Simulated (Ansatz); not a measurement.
# C2NP: the cost of one run

Program: the Python package of Ansatz 0.2.0. The levels of theory stand in the script. These are calculated values, not measurements.

## 1. Starting point

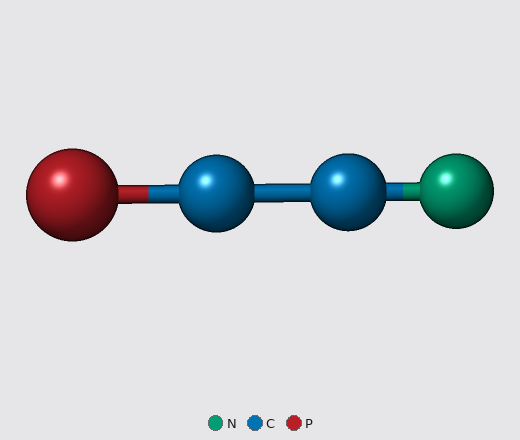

The starting structure, viewed from a chosen angle; nitrogen teal, carbon blue, phosphorus red.

The script reads c2np.xyz:

```xyz
4

N    -1.95920   -0.01980   -0.01710
C    -0.80220   -0.00810   -0.00700
C     0.60960    0.00620    0.00530
P     2.15190    0.02180    0.01870
```

## 2. The script

The input, c2np.py:

```python
"""One geometry of C2NP, method by method."""

from pathlib import Path
import warnings

import ansatz as az
import numpy as np

warnings.simplefilter("ignore", az.DeckWarning)

molecule = az.Crystal.molecule_from_extxyz("c2np.xyz")

setup = (
    molecule.calculation()
    .basis(gaussian="cc-pVDZ")
    .scf(lower_state_search="off")
)

print("functional    E (Ha)        dipole (D)   HOMO (eV)  LUMO (eV)")
for name in ["r2scan0", "pbe0", "hse06", "blyp", "revpbe", "b3lyp"]:
    report = setup.functional(name).forces().orbitals().run(runs_dir="runs").report
    lines = Path(report["orbitals_path"]).read_text().splitlines()
    field_of = lambda key: [line.split("=")[1].strip() for line in lines if line.startswith(key)]
    orbitals = [(27.211386 * float(e), s, float(n)) for e, s, n in zip(field_of("Ene="), field_of("Spin="), field_of("Occup="))]
    homo = max(e for e, _, n in orbitals if n > 0.5)
    lumo = min(e for e, _, n in orbitals if n < 0.5)
    dipole = 4.803205 * np.linalg.norm(report["charge_distribution"]["dipole_moment_e_ang"])
    print(f"{name:10s} {report['free_energy_ev'] / 27.211386246:14.6f} {dipole:9.3f} {homo:11.3f} {lumo:10.3f}")
```

## 3. What the engine is handed

The engine receives this input (first run):

```yaml
crystal:
  periodic: [false, false, false]
  atoms:
    - { symbol: "N", position_ang: [-1.9592, -0.0198, -0.0171] }
    - { symbol: C, position_ang: [-0.8022, -0.0081, -0.007] }
    - { symbol: C, position_ang: [0.6096, 0.0062, 0.0053] }
    - { symbol: P, position_ang: [2.1519, 0.0218, 0.0187] }
basis:
  gaussian:
    orbitals: cc-pVDZ
hamiltonian:
  xc: r2scan0
scf:
  lower_state_search: "off"
output:
  orbitals: {}
  forces: true
```

## 4. Launch

Launch:

```
python c2np.py
```

Q: Estimate wall time and peak memory on 1 thread of Intel Xeon 6975P-C (Granite Rapids), shared host.

About 4 s, with a peak of 0.18 GiB.
